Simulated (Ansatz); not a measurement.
**BaZn6Si: relaxing a made-up structure**

Starting from a made-up structure for BaZn6Si, the aim is the relaxed cell, its shortest contacts and, where a second run follows, its electronic structure.

Program: Ansatz 0.2.0. Level of theory: DFT, PBE, plane-wave PAW, files of the set soft_1, scalar-relativistic, no spin, cell and ions relaxed at zero pressure; PAW set soft_1, in the first sound run; inputs show where later runs differ. Results are calculated unless marked as measured.

**1. Set-up**

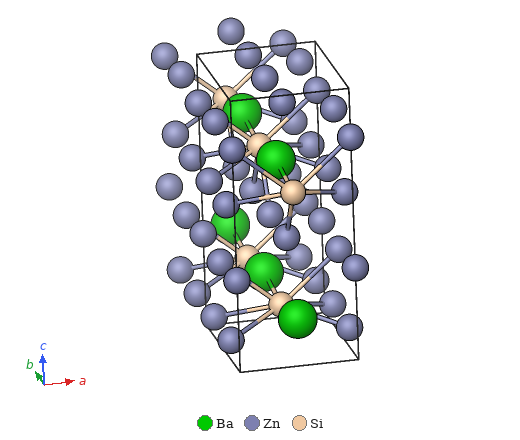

Start, viewed slightly off an axis; barium green, zinc blue, silicon light orange. 1×2×1 cells are drawn. This picture shows the conventional cell, with its axes. Bonds to atoms that aren't drawn are left out. Some periodic images of atoms are drawn too.

**2. Relaxing cell and atoms**

The guess takes its coordinates from another compound and its volume from a rule, so the cell and any free coordinates are relaxed together.

File input.yaml:

```yaml
crystal:
  lattice:
    - [4.753, 0.0, 0.0]
    - [0.0, 2.928, 5.6125]
    - [0.0, -2.928, 5.6125]
  atoms:
    - { symbol: Ba, position: [0.5, 0.1735, 0.1735] }
    - { symbol: Zn, position: [0.0, 0.82, 0.82] }
    - { symbol: Zn, position: [0.0, 0.3382, 0.3382] }
    - { symbol: Zn, position: [0.0, 0.3254, 0.8248] }
    - { symbol: Zn, position: [0.0, 0.8248, 0.3254] }
    - { symbol: Zn, position: [0.5, 0.1743, 0.6859] }
    - { symbol: Zn, position: [0.5, 0.6859, 0.1743] }
    - { symbol: Si, position: [0.5, 0.6401, 0.6401] }
kpoints:
  mp_grid: { grid: [6, 5, 5] }
scf:
  occupations: { method: fermi_dirac, width: 0.05 }
hamiltonian:
  xc: pbe
  pseudopotentials: { kind: paw, azcp: { folder: soft_1 } }
relax:
  f_tol: 0.015
  max_steps: 70
  cell: {}
output:
  forces: true
  stress: true
```

Started as:

```sh
ansatz run input.yaml --threads 4 --pin off --max-ram 10240MiB --backend cpu --events-out ev --progress --plain --runs-dir out
```

Numbers of over 12 decimals in the logs are rounded to 6 here.

Log:

```text
Engine: ansatz 0.2.0, x86_64-unknown-linux-gnu
Pseudopotentials: kind: paw
Pseudopotential: Ba, paw, valence charge 10, recommended cutoff 420 eV (normal), soft_1/Ba.paw.azcp
Pseudopotential: Zn, paw, valence charge 12, recommended cutoff 420 eV (normal), soft_1/Zn.paw.azcp
Pseudopotential: Si, paw, valence charge 4, recommended cutoff 420 eV (normal), soft_1/Si.paw.azcp
Functional definition: PBE
  parameter kappa = 0.804
  parameter beta = 0.066725
  exchange = pbe_x(kappa = kappa, mu = beta*pi^2/3)
  correlation = pbe_c(beta = beta)
Crystal: 8 atoms, lattice volume = 156.216 Å³
Basis set: ecut = 420 eV, 3069 PW (Γ), exchange–correlation on 64×90×90 points (8 copies of the dense FFT grid, shifted against one another)
Bands: 52, of which v1, the nominal top of the filled ones, is band 43 counted from 1 (42 counted from 0)
Symmetry: 4 space group operations
Space group: Amm2 (ITA 38), of the structure as read, at distance tolerance 5.4e-5 Å
k-points: 36 of 150 (time reversal used)
Non-local potential: Ba, projectors of the file, l = 0: 3, l = 1: 2, l = 2: 2, l = 3: 2
Non-local potential: Zn, projectors of the file, l = 0: 2, l = 1: 2, l = 2: 3, l = 3: 1
Non-local potential: Si, projectors of the file, l = 0: 2, l = 1: 2, l = 2: 1
PAW form: soft (Blöchl's): semilocal exchange-correlation on the pseudo side does not see the compensation charge
PAW one-centre angular grid: Ba, 194 points (default); XC on 64 Gauss nodes
PAW one-centre angular grid: Zn, 590 points (default); XC on 64 Gauss nodes
PAW one-centre angular grid: Si, 110 points (default); XC on 64 Gauss nodes
Initial density: superposition of atomic densities (chi_scale 0.1, normalization cell, long waves kept (reshape's long-wave potential 0.00 eV rms))
Initial wavefunctions: pseudopotential atomic-orbital guess
Functional: x = pbe(κ = 0.804, μ = 0.219515), c = pbe(β = 0.066725)
SCF iter   1: F=—  HF=-26503.045735 eV  |F-HF|=—  |Δ(HF+E_count)|=         —  Δρ=7.76e-2  dr2=2.24e1  ethr=3.10e-3  ⟨swp⟩=11.8  Hψ=10290  notcnv=0  defer=9
preconditioner: auto → Kerker (q_TF=auto, 2.470 Å⁻¹)  [metal: Δε(μ)=0.032 eV  Ē_g=7.801 eV  σ=0.050 eV  W_gap=0.16  n_scr=40 (ndim 8)  ℏωp=27.2 eV  f_vac=0.000  D(μ)=3.63/eV (n_scr^D=24)]
SCF iter   2: F=—  HF=-26499.460304 eV  |F-HF|=—  |Δ(HF+E_count)|=    3.59e0  Δρ=3.44e-2  dr2=6.04e0  ethr=3.10e-3  ⟨swp⟩=3.9  Hψ=4070  notcnv=0  defer=70
SCF iter   3: F=—  HF=-26498.270675 eV  |F-HF|=—  |Δ(HF+E_count)|=    1.19e0  Δρ=2.16e-2  dr2=2.43e0  ethr=3.10e-3  ⟨swp⟩=3.1  Hψ=3999  notcnv=0  defer=66
SCF iter   4: F=—  HF=-26497.678398 eV  |F-HF|=—  |Δ(HF+E_count)|=   5.92e-1  Δρ=9.04e-3  dr2=1.09e-1  ethr=2.82e-3  ⟨swp⟩=4.8  Hψ=3874  notcnv=0  defer=66
SCF iter   5: F=—  HF=-26497.677150 eV  |F-HF|=—  |Δ(HF+E_count)|=   1.25e-3  Δρ=2.55e-3  dr2=9.81e-3  ethr=1.26e-4  ⟨swp⟩=4.7  Hψ=4198  notcnv=0  defer=58
SCF iter   6: F=—  HF=-26497.675600 eV  |F-HF|=—  |Δ(HF+E_count)|=   1.55e-3  Δρ=1.35e-3  dr2=1.58e-3  ethr=1.14e-5  ⟨swp⟩=2.0  Hψ=3271  notcnv=0  defer=57
SCF iter   7: F=—  HF=-26497.675290 eV  |F-HF|=—  |Δ(HF+E_count)|=   3.11e-4  Δρ=6.49e-4  dr2=4.96e-4  ethr=1.83e-6  ⟨swp⟩=2.0  Hψ=3100  notcnv=0  defer=57
SCF iter   8: F=—  HF=-26497.675269 eV  |F-HF|=—  |Δ(HF+E_count)|=   2.07e-5  Δρ=1.99e-4  dr2=7.13e-5  ethr=5.77e-7  ⟨swp⟩=2.0  Hψ=3115  notcnv=0  defer=57
SCF iter   9: F=—  HF=-26497.675256 eV  |F-HF|=—  |Δ(HF+E_count)|=   1.24e-5  Δρ=3.55e-5  dr2=2.29e-6  ethr=8.29e-8  ⟨swp⟩=3.0  Hψ=3407  notcnv=0  defer=57
SCF iter  10: F=—  HF=-26497.675257 eV  |F-HF|=—  |Δ(HF+E_count)|=   7.21e-7  Δρ=4.36e-5  dr2=1.70e-6  ethr=2.66e-9  ⟨swp⟩=2.0  Hψ=3216  notcnv=0  defer=57
SCF iter  11: F=—  HF=-26497.675256 eV  |F-HF|=—  |Δ(HF+E_count)|=   7.64e-7  Δρ=9.52e-6  dr2=1.31e-7  ethr=1.97e-9  ⟨swp⟩=2.0  Hψ=3096  notcnv=0  defer=57
SCF iter  12: F=-26497.675256 eV  HF=-26497.675256 eV  |F-HF|=6.03e-8  |Δ(HF+E_count)|=   2.19e-8  Δρ=5.77e-6  dr2=3.12e-8  ethr=1.16e-10  ⟨swp⟩=4.1  Hψ=6555  notcnv=0
SCF 1 converged in 12 iterations: F = -26497.675256 eV  dr2 = 3.12e-8
  greatest PAW one-centre occupation: 0.983 electrons in one spin orbital (limit 2), on the Zn atom at site 1 (counted from 0), in its partial waves of l = 2
relax step   1: F+E_penalty+E_count = -26497.67525630 eV  Δ(F+E_penalty+E_count) = +0.000e0 eV  max|allowed force component| = 1.044e0 eV/Å  Δτ_max = 0.0000 Å  P = +2.651 GPa  Ω = 156.216 Å³  (12 SCF iters, dr2 threshold 1.00e-7 eV, accepted)
Crystal: 8 atoms, lattice volume = 163.733 Å³
Basis set: ecut = 420 eV, 3209 PW (Γ), exchange–correlation on 64×90×90 points (8 copies of the dense FFT grid, shifted against one another)
Initial density: handed on by an earlier stage of this run
Initial wavefunctions: those handed on with the density
iter 1 solved again at ethr=5.86e-4 eV; its pass at ethr=3.10e-3 eV (dr2=5.04e-1 eV) is discarded
SCF iter   1: F=—  HF=-26498.310702 eV  |F-HF|=—  |Δ(HF+E_count)|=         —  Δρ=8.52e-3  dr2=5.07e-1  ethr=5.86e-4  ⟨swp⟩=1.9  Hψ=10178  notcnv=0
preconditioner: auto → Kerker (q_TF=auto, 2.451 Å⁻¹)  [metal: Δε(μ)=0.031 eV  Ē_g=9.711 eV  σ=0.050 eV  W_gap=0.15  n_scr=40 (ndim 8)  ℏωp=26.9 eV  f_vac=0.000  D(μ)=4.82/eV (n_scr^D=28)]
SCF iter   2: F=—  HF=-26498.244781 eV  |F-HF|=—  |Δ(HF+E_count)|=   6.59e-2  Δρ=5.35e-3  dr2=2.28e-1  ethr=5.86e-4  ⟨swp⟩=2.0  Hψ=2151  notcnv=0
SCF iter   3: F=—  HF=-26498.206488 eV  |F-HF|=—  |Δ(HF+E_count)|=   3.83e-2  Δρ=5.09e-3  dr2=3.10e-2  ethr=2.65e-4  ⟨swp⟩=3.2  Hψ=3914  notcnv=0
SCF iter   4: F=—  HF=-26498.191138 eV  |F-HF|=—  |Δ(HF+E_count)|=   1.54e-2  Δρ=1.30e-3  dr2=2.94e-3  ethr=3.61e-5  ⟨swp⟩=2.0  Hψ=3794  notcnv=0  defer=66
SCF iter   5: F=—  HF=-26498.190953 eV  |F-HF|=—  |Δ(HF+E_count)|=   1.85e-4  Δρ=2.71e-4  dr2=2.01e-4  ethr=3.41e-6  ⟨swp⟩=2.2  Hψ=3317  notcnv=0  defer=66
SCF iter   6: F=—  HF=-26498.190940 eV  |F-HF|=—  |Δ(HF+E_count)|=   1.25e-5  Δρ=2.42e-4  dr2=5.54e-5  ethr=2.33e-7  ⟨swp⟩=2.0  Hψ=3299  notcnv=0  defer=66
SCF iter   7: F=—  HF=-26498.190929 eV  |F-HF|=—  |Δ(HF+E_count)|=   1.17e-5  Δρ=1.30e-4  dr2=1.77e-5  ethr=6.45e-8  ⟨swp⟩=2.0  Hψ=3109  notcnv=0  defer=66
SCF iter   8: F=—  HF=-26498.190927 eV  |F-HF|=—  |Δ(HF+E_count)|=   1.50e-6  Δρ=2.87e-5  dr2=1.51e-6  ethr=2.05e-8  ⟨swp⟩=2.0  Hψ=3117  notcnv=0  defer=66
SCF iter   9: F=-26498.190927 eV  HF=-26498.190927 eV  |F-HF|=7.91e-8  |Δ(HF+E_count)|=   5.38e-9  Δρ=9.32e-6  dr2=1.64e-7  ethr=9.30e-10  ⟨swp⟩=4.0  Hψ=6652  notcnv=0
SCF 2 converged in 9 iterations: F = -26498.190927 eV  dr2 = 1.64e-7
[...]
relax step  15: F+E_penalty+E_count = -26500.01786918 eV  Δ(F+E_penalty+E_count) = -6.170e-2 eV  max|allowed force component| = 3.073e-2 eV/Å  Δτ_max = 0.0131 Å  P = +1.162 GPa  Ω = 168.421 Å³  energy of the carried Pulay correction = -7.471e-4 eV  (6 SCF iters, dr2 threshold 8.00e-7 eV, accepted)
relax step  16: F+E_penalty+E_count = -26500.09611155 eV  Δ(F+E_penalty+E_count) = -7.824e-2 eV  max|allowed force component| = 5.267e-2 eV/Å  Δτ_max = 0.0341 Å  P = +1.014 GPa  Ω = 170.013 Å³  energy of the carried Pulay correction = -1.364e-3 eV  (7 SCF iters, dr2 threshold 8.00e-7 eV, accepted)
relax step  17: F+E_penalty+E_count = -26500.16773324 eV  Δ(F+E_penalty+E_count) = -7.162e-2 eV  max|allowed force component| = 4.274e-2 eV/Å  Δτ_max = 0.0426 Å  P = +0.684 GPa  Ω = 172.882 Å³  energy of the carried Pulay correction = -2.501e-3 eV  (8 SCF iters, dr2 threshold 8.00e-7 eV, accepted)
relax step  18: F+E_penalty+E_count = -26500.18677992 eV  Δ(F+E_penalty+E_count) = -1.905e-2 eV  max|allowed force component| = 2.526e-2 eV/Å  Δτ_max = 0.0306 Å  P = +0.107 GPa  Ω = 176.196 Å³  energy of the carried Pulay correction = -3.836e-3 eV  (8 SCF iters, dr2 threshold 8.00e-7 eV, accepted)
relax step  19: F+E_penalty+E_count = -26500.18727811 eV  Δ(F+E_penalty+E_count) = -4.982e-4 eV  max|allowed force component| = 2.009e-2 eV/Å  Δτ_max = 0.0095 Å  P = +0.027 GPa  Ω = 176.425 Å³  energy of the carried Pulay correction = -3.910e-3 eV  (7 SCF iters, dr2 threshold 1.16e-7 eV, accepted)
relax step  20: F+E_penalty+E_count = -26500.18759970 eV  Δ(F+E_penalty+E_count) = -3.216e-4 eV  max|allowed force component| = 1.126e-2 eV/Å  Δτ_max = 0.0153 Å  P = -0.077 GPa  Ω = 176.548 Å³  energy of the carried Pulay correction = -3.959e-3 eV  (8 SCF iters, dr2 threshold 3.52e-8 eV, accepted)
relax step  21: F+E_penalty+E_count = -26500.18783568 eV  Δ(F+E_penalty+E_count) = -2.360e-4 eV  max|allowed force component| = 1.047e-2 eV/Å  Δτ_max = 0.0027 Å  P = -0.022 GPa  Ω = 176.342 Å³  energy of the carried Pulay correction = -3.868e-3 eV  (7 SCF iters, dr2 threshold 2.88e-8 eV, accepted)
Basis set: ecut = 420 eV, 3451 PW (Γ), exchange–correlation on 60×120×120 points (8 copies of the dense FFT grid, shifted against one another)
iter 1 solved again at ethr=4.66e-7 eV; its pass at ethr=3.10e-3 eV (dr2=4.01e-4 eV) is discarded
SCF iter   1: F=—  HF=-26500.164917 eV  |F-HF|=—  |Δ(HF+E_count)|=         —  Δρ=1.07e-3  dr2=3.14e-4  ethr=4.66e-7  ⟨swp⟩=3.1  Hψ=15374  notcnv=0
preconditioner: auto → LDOS  [metal: Δε(μ)=0.013 eV  Ē_g=9.479 eV  σ=0.050 eV  W_gap=0.06  n_scr=44 (ndim 8)  ℏωp=25.6 eV  f_vac=0.060  D(μ)=3.12/eV (n_scr^D=18)  β→1.0]
SCF iter   2: F=—  HF=-26500.191514 eV  |F-HF|=—  |Δ(HF+E_count)|=   2.66e-2  Δρ=1.39e-4  dr2=2.21e-4  ethr=3.65e-7  ⟨swp⟩=2.8  Hψ=3488  notcnv=0
SCF iter   3: F=—  HF=-26500.191380 eV  |F-HF|=—  |Δ(HF+E_count)|=   1.34e-4  Δρ=1.19e-4  dr2=3.26e-5  ethr=2.57e-7  ⟨swp⟩=2.9  Hψ=3194  notcnv=0
SCF iter   4: F=—  HF=-26500.191396 eV  |F-HF|=—  |Δ(HF+E_count)|=   1.56e-5  Δρ=9.56e-5  dr2=1.95e-5  ethr=3.80e-8  ⟨swp⟩=2.0  Hψ=3096  notcnv=0
SCF iter   5: F=—  HF=-26500.191452 eV  |F-HF|=—  |Δ(HF+E_count)|=   5.66e-5  Δρ=4.01e-5  dr2=3.19e-6  ethr=2.26e-8  ⟨swp⟩=2.0  Hψ=3223  notcnv=0
SCF iter   6: F=—  HF=-26500.191501 eV  |F-HF|=—  |Δ(HF+E_count)|=   4.90e-5  Δρ=1.22e-5  dr2=1.95e-7  ethr=3.71e-9  ⟨swp⟩=2.0  Hψ=3164  notcnv=0
SCF iter   7: F=—  HF=-26500.191502 eV  |F-HF|=—  |Δ(HF+E_count)|=   3.95e-7  Δρ=7.92e-6  dr2=7.88e-8  ethr=2.27e-10  ⟨swp⟩=2.0  Hψ=3270  notcnv=0
SCF iter   8: F=—  HF=-26500.191502 eV  |F-HF|=—  |Δ(HF+E_count)|=   4.76e-8  Δρ=1.52e-6  dr2=1.01e-8  ethr=9.17e-11  ⟨swp⟩=2.0  Hψ=3212  notcnv=0
SCF iter   9: F=—  HF=-26500.191502 eV  |F-HF|=—  |Δ(HF+E_count)|=   4.47e-9  Δρ=5.81e-7  dr2=9.04e-10  ethr=1.17e-11  ⟨swp⟩=2.0  Hψ=2433  notcnv=0
SCF iter  10: F=—  HF=-26500.191502 eV  |F-HF|=—  |Δ(HF+E_count)|=  2.15e-10  Δρ=4.79e-7  dr2=2.83e-10  ethr=1.05e-12  ⟨swp⟩=2.0  Hψ=3294  notcnv=0
SCF iter  11: F=-26500.191502 eV  HF=-26500.191502 eV  |F-HF|=4.47e-10  |Δ(HF+E_count)|=  1.35e-10  Δρ=2.23e-7  dr2=6.00e-11  ethr=1.00e-12  ⟨swp⟩=3.9  Hψ=7923  notcnv=0
SCF 22 converged in 11 iterations: F = -26500.191502 eV  dr2 = 6.00e-11
relax step  22: F+E_penalty+E_count = -26500.19150179 eV  Δ(F+E_penalty+E_count) = -3.666e-3 eV  max|allowed force component| = 9.968e-3 eV/Å  Δτ_max = 0.0000 Å  P = +0.001 GPa  Ω = 176.342 Å³  stress off target by 4.52e-2 GPa  SCF on the basis re-selected at this cell (its energy is not comparable with the rows above)  (11 SCF iters)
basis re-selected at this cell: Δ(F+E_penalty+E_count) = -3.666e-3 eV, ΔP = +0.023 GPa vs the last step (what re-selecting the basis moved, of the pressure what is left beyond the Pulay correction that the steps carried, after the strain that the cell walked since its last selection, with what the two solves' SCF thresholds leave and, on support functions, any second-order correction that the steps lacked; it is no measure of the basis error at this ecutwfc). The dense FFT grid was sized anew with the basis: this SCF ran on 30×60×60 points, the steps before it on 30×54×54, so part of this shift can come from that change (see relax.cell in the input reference). [rest of the remark cut]
SCF converged after 11 iterations
Free energy (F): -26500.191502 eV
Harris-Foulkes:  -26500.191502 eV  (|F-HF|=4.47e-10)
Internal energy: -26500.166423 eV  (E = F + TS)
E sigma→0 (E₀):  -26500.178963 eV
Entropy (-TS):   -0.025078 eV (-3.135 meV/atom)
Fermi energy:    8.182412 eV
--- Per-component energies (eV) ---
  E_band       = 54.781951
  E_kinetic    = 1081.301579
  E_local      = -15432.906585  (includes V_loc(G=0)·N_el)
  E_nonlocal   = 5014.638424
  E_hartree    = 6207.471032
  E_xc         = -724.716671
  E_vxc        = -481.281697  (∫ρ·V_xc dr)
  E_paw        = -17079.717506  (= ΣΔE_a)
  E_vpaw       = -2541.909899  (= ΣTr[D̂ρ^β])
  E_aug_tail   = -0.001546  (compensation charges beyond the density's cutoff)
  E_ewald      = -5566.235150
  E_smearing   = -0.025078  (= −TS)
  E_closure    = -0.000000  (closes the sum)
  Σ components = -26500.191502   (vs F -26500.191502, Δ=0.00e0)
--- Forces (eV/Å), atoms counted from 1 ---
  atom   1  Ba     0.00000000    -0.00000000     0.00190001
  atom   2  Zn     0.00000000     0.00000000    -0.00053681
  atom   3  Zn     0.00000000     0.00000000    -0.00210021
  atom   4  Zn    -0.00000000     0.00163120    -0.00114791
  atom   5  Zn     0.00000000    -0.00163120    -0.00114791
  atom   6  Zn    -0.00000000    -0.00234230    -0.00346814
  atom   7  Zn     0.00000000     0.00234230    -0.00346814
  atom   8  Si     0.00000000     0.00000000     0.00996821
  max |Σ_I F_I| component: 8.94e-7 eV/Å
--- Stress (GPa, compression-positive) ---
       -0.022950      -0.000000      -0.000000
       -0.000000      -0.019046       0.000000
       -0.000000       0.000000       0.045239
  P = ⅓ Tr σ = 0.0011 GPa (0.011 kbar)
--- Relaxed structure (20 steps of the walk, 18 accepted, 2 SCFs on fresh bases) ---
  F+E_penalty+E_count = -26500.19150179 eV   max|allowed force component| = 9.968e-3 eV/Å   (the final SCF, on the basis selected at the relaxed cell)
  cell:  # Å, volume = 176.3418 Å³
    - [4.367335, 2.985335089308037e-17, -8.023894258492088e-17]
    - [-7.635818511317677e-17, 2.596704, 7.774748]
    - [-1.131394228219667e-16, -2.596704, 7.774748]
  atoms:
    - { symbol: Ba, position: [0.5, 0.205383, 0.205383] }
    - { symbol: Zn, position: [-7.482988186945073e-18, 0.877079, 0.877079] }
    - { symbol: Zn, position: [-5.398648362532279e-18, 0.379380, 0.379380] }
    - { symbol: Zn, position: [3.831993192498955e-18, 0.291217, 0.811330] }
    - { symbol: Zn, position: [2.415349549554929e-18, 0.811330, 0.291217] }
    - { symbol: Zn, position: [0.5, 0.170948, 0.679826] }
    - { symbol: Zn, position: [0.5, 0.679826, 0.170948] }
    - { symbol: Si, position: [0.5, 0.567038, 0.567038] }
```

It took 90 s on 4 threads of Intel Xeon 6975P-C (Granite Rapids), shared host; peak memory 0.73 GiB; 5.8 min of CPU time.

Step by step:

```csv
step,energy less that of the first step (eV),largest force component (eV/Å),pressure (GPa),volume (Å³)
1,0.0000,1.0443,2.65,156.22
2,-0.5157,0.8249,0.00,163.73
3,-0.9636,0.4063,-0.08,164.01
4,-1.3982,0.3468,0.32,163.18
5,-1.6959,0.1961,0.23,163.06
6,-1.8741,0.1744,0.53,162.85
7,-2.0240,0.1973,0.23,163.98
8,-2.0821,0.1651,0.47,164.75
9,-2.0697,0.1731,-0.91,169.23
10,-2.0915,0.0496,0.37,165.86
11,-2.0793,0.0809,-1.01,168.67
12,-2.0925,0.0337,0.13,166.22
13,-2.0930,0.0059,0.00,166.69
14*,-2.2809,0.0199,1.56,166.69
15,-2.3426,0.0307,1.16,168.42
16,-2.4209,0.0527,1.01,170.01
17,-2.4925,0.0427,0.68,172.88
18,-2.5115,0.0253,0.11,176.20
19,-2.5120,0.0201,0.03,176.42
20,-2.5123,0.0113,-0.08,176.55
21,-2.5126,0.0105,-0.02,176.34
22*,-2.5162,0.0100,0.00,176.34
```

Relaxation steps marked * repeat the geometry before them on a plane-wave basis chosen anew for their cell, so energy and pressure can jump there. Relaxation steps 9, 11 were tried and not accepted.

Forces are held to the 4 operations that the run works with; a distortion that breaks them can't arise in this run.

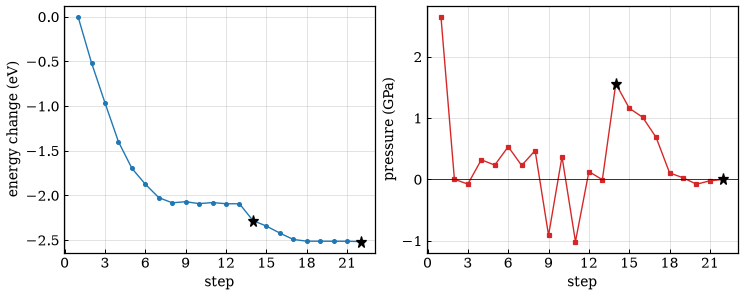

Energy and pressure along the relaxation. Stars mark steps on a basis chosen anew.

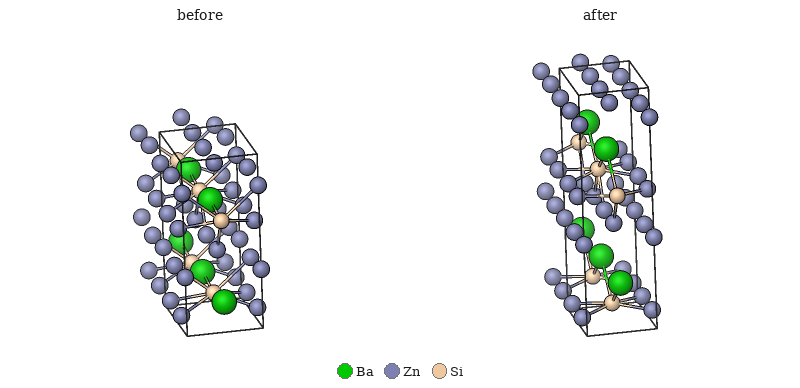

The structure before and after the relaxation, drawn at the same scale. Bonds to atoms that aren't drawn are left out.

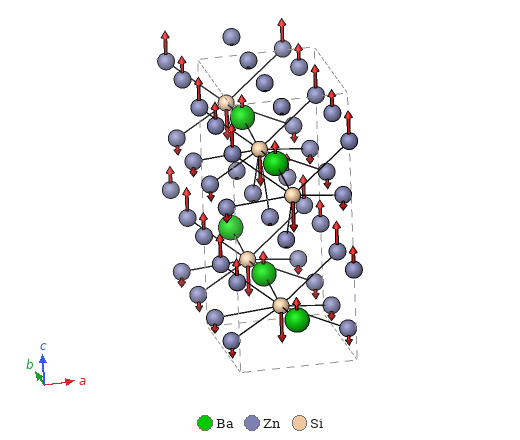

Displacements in the relaxation, exaggerated, measured against the changing cell; the longest in the cell stands for 1.14 Å. Bonds to atoms that aren't drawn are left out. 1×2×1 conventional cells are drawn. Some periodic images of atoms are drawn too.

```csv
cell as run,before,after,change
a (Å),4.753,4.367,-8.1 %
b (Å),6.330,8.197,+29.5 %
c (Å),6.330,8.197,+29.5 %
α (°),55.10,36.94,-33.0 %
volume (Å³/atom),19.53,22.04,+12.9 %
```

The atoms that moved most (Å, as changes of fractional coordinates times the final cell):

```csv
atom,dx,dy,dz,length
Si8,0.000,0.000,-1.136,1.136
Zn2,0.000,0.000,0.888,0.888
Zn3,0.000,0.000,0.640,0.640
Ba1,0.000,0.000,0.496,0.496
Zn4,0.000,-0.054,-0.370,0.374
Zn5,0.000,0.054,-0.370,0.374
Zn6,0.000,0.007,-0.073,0.074
Zn7,0.000,-0.007,-0.073,0.074
```

Numbers from this step:

* free energy: -26500.1915 eV
* energy at zero smearing: -26500.1790 eV
* smearing term TS: 0.02508 eV
* Fermi energy: 8.182 eV
* electrons: 86
* symmetry operations: 4
* pressure: 0.001081 GPa

The shortest distance of each pair, which need not be the same contact before and after:

```csv
pair,guess (Å),relaxed (Å)
Zn–Zn,2.860,2.492
Si–Zn,2.793,2.569
Ba–Si,2.952,3.372
Ba–Zn,3.003,3.473
Ba–Ba,4.753,4.367
```

The relaxation ends with a largest force component of 0.0100 eV/Å and a pressure of 0.00 GPa.

[end of part 1 of 2]

[Logs are printed without paths, hosts, clocks, repeated set-up lines and the standing remarks that a program may print on its own settings, such as how far it seeks lower states.]

[Hosts, paths, dates, database ids (printed as entryN), source tags and the programs' standing remarks are cut or masked in the printed files.]
